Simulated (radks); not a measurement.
## Run report: As, atomic calculation

- system: the neutral arsenic atom in the configuration [Ar] 3d10 4s2 4p3 (high spin).
- method: non-relativistic Kohn-Sham, exchange-only LDA, spin-polarised, spherical densities, point nucleus (the in-house radial solver radks)

## Input
```
Z 33
configuration [Ar] 3d10 4s2 4p3
relativity non-relativistic
functional lda,
spin polarised
nucleus point
```

Energies in input and log are in hartree, lengths in bohr.

Hardware: 1 CPU thread, shared host.

## Log
```
1s      1   1.0000        -423.23524757
2s      1   1.0000         -53.01310708
2p      1   3.0000         -47.44678577
3s      1   1.0000          -6.66203499
3p      1   3.0000          -4.78394402
3d      1   5.0000          -1.47898794
4s      1   1.0000          -0.51448231
4p      1   3.0000          -0.19289500
1s      2   1.0000        -423.23082685
2s      2   1.0000         -53.01108328
2p      2   3.0000         -47.44325514
3s      2   1.0000          -6.65613642
3p      2   3.0000          -4.77685508
3d      2   5.0000          -1.46691231
4s      2   1.0000          -0.41063267
4p      2   0.0000          -0.08687981
Etot -2229.6474770056625
Ekin 2229.647476968118
Encl -5342.406013588449
Eh 959.8242997968805
Exc -76.71324018221199
err 4.788514419503589e-09
it 14
```

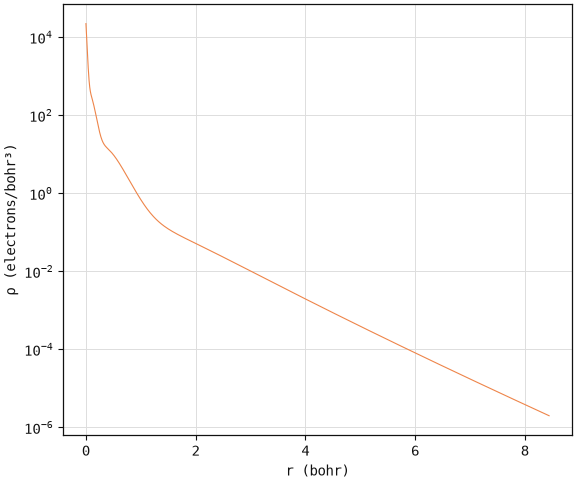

**Figure 1.** The electron density ρ(r) on a logarithmic scale. The density falls from 22000 electrons/bohr³ at the inner end (r = 0.0015 bohr) to 0.001 at r = 4.41 bohr, a common measure of the size of an atom or ion. The highest occupied orbital, 4p up (⟨r⟩ = 2.56 bohr, −5.25 eV), is also the most diffuse and sets the fall-off far out: over the last part drawn ln ρ falls by 1.5 per bohr, against 2√(−2ε) = 1.2 for the pure exponential. At the nucleus d ln ρ/dr is −66 per bohr, near the cusp value −2Z = −66. The steps in the slope mark the shells; the radial density has its minima at 0.068 and 0.32 bohr.

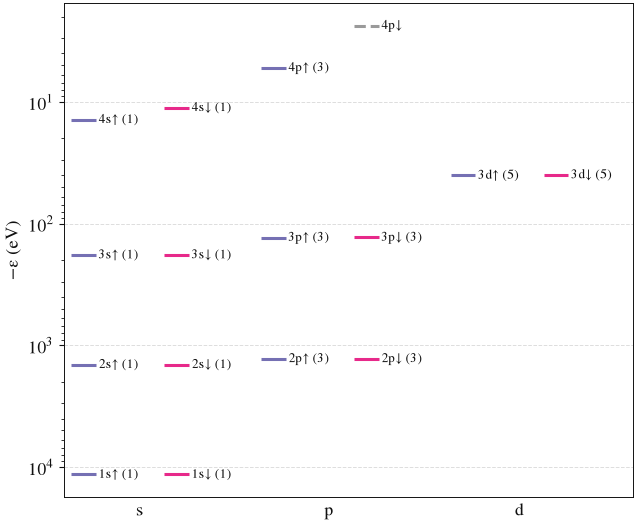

**Figure 2.** The occupied levels and a few empty ones, on a logarithmic scale of binding energy, are drawn by angular momentum (occupations in brackets, up spins at the left of each column and down spins at the right, empty levels dashed). The highest occupied level is 4p up at −5.25 eV. The highest 3 occupied levels, from the top down, are 4p up (−5.25 eV), 4s down (−11.2 eV), 4s up (−14.0 eV). The lowest empty level drawn is 4p down at −2.36 eV. The largest exchange splitting (down less up) among the shells drawn in both spins is that of 4p, 2.88 eV.

## Summary

| quantity | value |
| --- | --- |
| outcome | converged |
| total energy | −2229.6475 hartree |
| kinetic energy | 2229.6475 hartree |
| electron–nucleus energy | −5342.4060 hartree |
| Hartree energy | 959.824300 hartree |
| exchange–correlation energy | −76.713240 hartree |
| radius at density 0.001 e/bohr³ | 4.41 bohr |
| SCF iterations | 14 |
